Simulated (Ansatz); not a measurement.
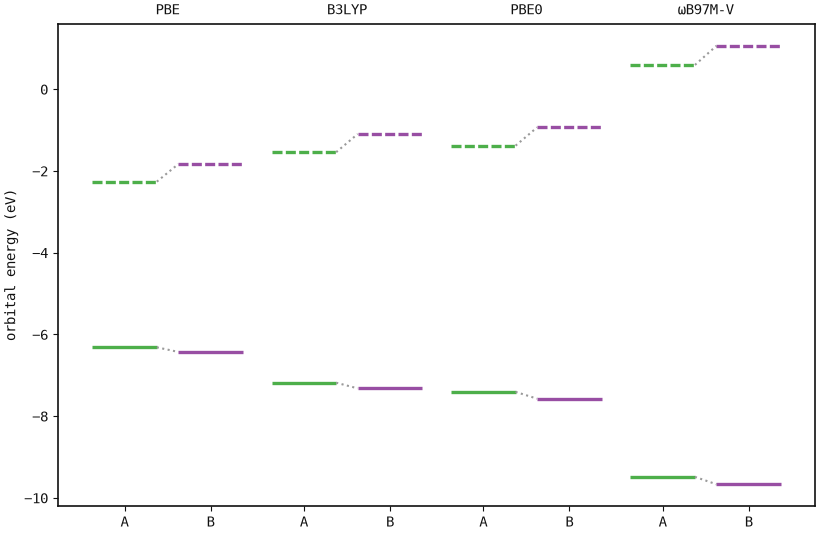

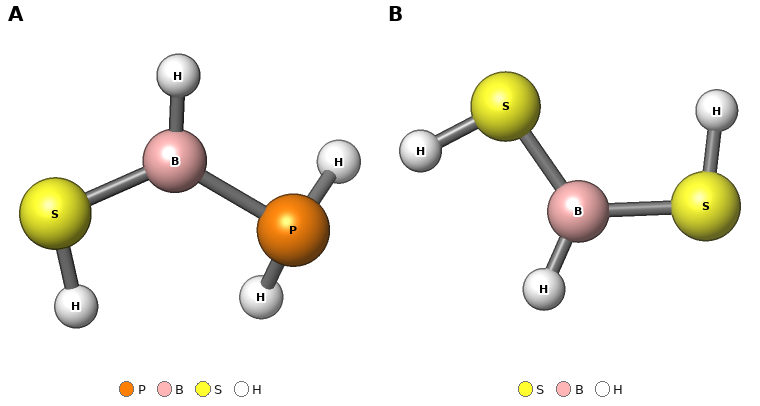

One change: A, BPH₄S (SMILES PBS), becomes B, BH₃S₂ (SMILES SBS). PH₂ on B is replaced by SH. HOMO (solid) and LUMO (dashed) computed in def2-TZVPP at PBE0-D4/def2-TZVP geometries, both minima by their frequencies, gas phase, the Ansatz code. Empty levels above zero depend strongly on the basis.

**What does the change do to HOMO and LUMO?**

PBE: the HOMO falls by 0.11 eV, the LUMO rises by 0.43 eV, and the separation goes from 4.05 to 4.60 eV. B3LYP: the HOMO falls by 0.14 eV, the LUMO rises by 0.45 eV, and the separation goes from 5.64 to 6.23 eV. PBE0: the HOMO falls by 0.17 eV, the LUMO rises by 0.45 eV, and the separation goes from 6.02 to 6.64 eV. ωB97M-V: the HOMO falls by 0.18 eV, the LUMO rises by 0.47 eV, and the separation goes from 10.08 to 10.73 eV.

**Do the functionals agree on the effect?**

They agree on the direction for both levels; the HOMO shift lies between −0.18 and −0.11 eV and the LUMO shift between 0.43 and 0.47 eV, while the separations themselves differ by up to 6.1 eV between functionals.
